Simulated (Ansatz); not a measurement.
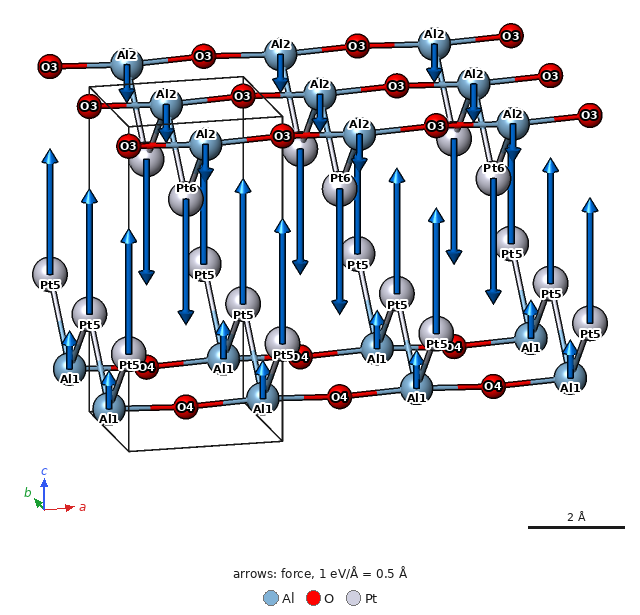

Starting geometry of a crystal of AlPtO (a generated structure, set up in Pmmn) with the computed forces as blue arrows. A ball-and-stick model of the cell of the calculation, repeated 3 × 2 × 1 with one cell outlined, seen slightly off an axis.

The start is a swapped structure.

Theory: Ansatz 0.2.0, DFT, PAW plane waves, r2SCAN.

Input
```yaml
crystal:
  lattice:
    - [3.335193, 0.0, 0.0]
    - [0.0, 3.32598, 0.0]
    - [0.0, 0.0, 7.066555]
  atoms:
    - { symbol: Al, position: [0.0, 0.5, 0.07] }
    - { symbol: Al, position: [0.5, 0.0, 0.93] }
    - { symbol: O, position: [0.0, 0.0, 0.94] }
    - { symbol: O, position: [0.5, 0.5, 0.06] }
    - { symbol: Pt, position: [0.0, 0.0, 0.3] }
    - { symbol: Pt, position: [0.5, 0.5, 0.7] }
  symmetry: { tolerance: 0.0003 }
kpoints:
  mp_grid: { grid: [7, 7, 3], shift: [0, 0, 0] }
magnetization:
  spin_polarized: false
scf:
  occupations: { method: fermi_dirac }
  lower_state_search: "off"
hamiltonian:
  pseudopotentials: { kind: paw }
  xc: r2scan
basis:
  ecutwfc: 500
  fft_grid_basis: typed
relax:
  max_steps: 80
  f_tol: 0.03
output:
  forces: true
  stress: true
  eigenvalues: true
  bader: true
  populations: true
  elf: true
  write_potential: true
  volumetric_format: npy
  dos:
    e_range: [-12, 8]
    de: 0.05
    projected: { site_lists: { Al: [Al], O: [O], Pt: [Pt] } }
  write_density: true
checkpoint:
  read: saved_state
```

Command:
```bash
ansatz run input.yaml --threads 2 --pin off --max-ram 3584MiB --backend cpu --events-out ev --progress --plain --runs-dir out
```

> What follows when this structure is relaxed?

It isn't relaxed: the largest force vector, on Pt atoms, is 5.51 eV/Å. The atoms end up moving mostly along the starting forces (cosine between the two patterns 0.99). The energy falls by 1056 meV per atom in 9 geometry steps. The largest force component goes from 5.5 to 0.0016 eV/Å. The largest moves, 0.89 Å, are those of Pt5 and Pt6. Pt5 goes along +c. Largest moves by element: Pt 0.89 Å, Al 0.40 Å, O 0.17 Å. The cell stays as it was. Among the contacts that change: Pt5–Pt6 3.679 → 2.573 Å, O3–Pt5 2.544 → 3.268 Å, Al1–Al2 2.554 → 2.954 Å, Al1–Pt5 2.325 → 2.697 Å. Bond angles that change, for instance: Al1–O4–Al1 175.1° → 138.1°, O4–Al1–O4 175.1° → 138.1°, O3–Al1–O3 122.2° → 110.9°. The space group stays Pmmn (No. 59). The run took 2.3 min on 2 threads of Arm Neoverse V1 (shared host), peak memory 0.59 GiB.
